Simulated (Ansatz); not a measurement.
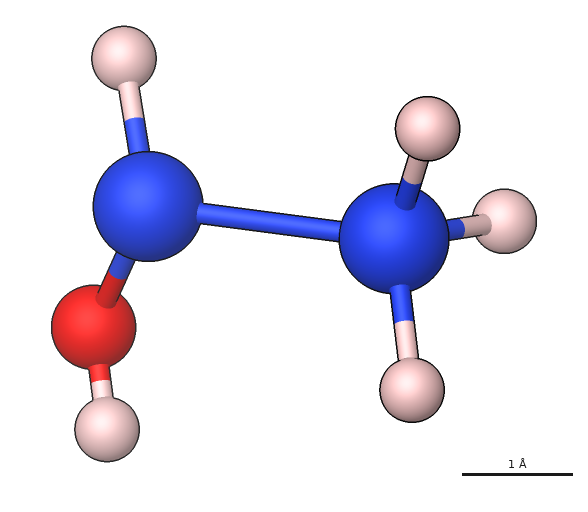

(Drawn from a calculation with Ansatz.)

Ball-and-stick drawing of a structure. Colours: oxygen red, silicon blue, hydrogen pink.

State: neutral, doublet.

Describe the molecule.

It has 8 atoms: 5 hydrogen, 1 oxygen and 2 silicon (H₅OSi₂). SMILES: `O[SiH][SiH3]`. It has no ring. Among its groups: Si–H bond, Si–O bond. The point group is C1. It is an open-shell species. Coordination: 1 O bent; 1 Si trigonal pyramidal; 1 Si tetrahedral.
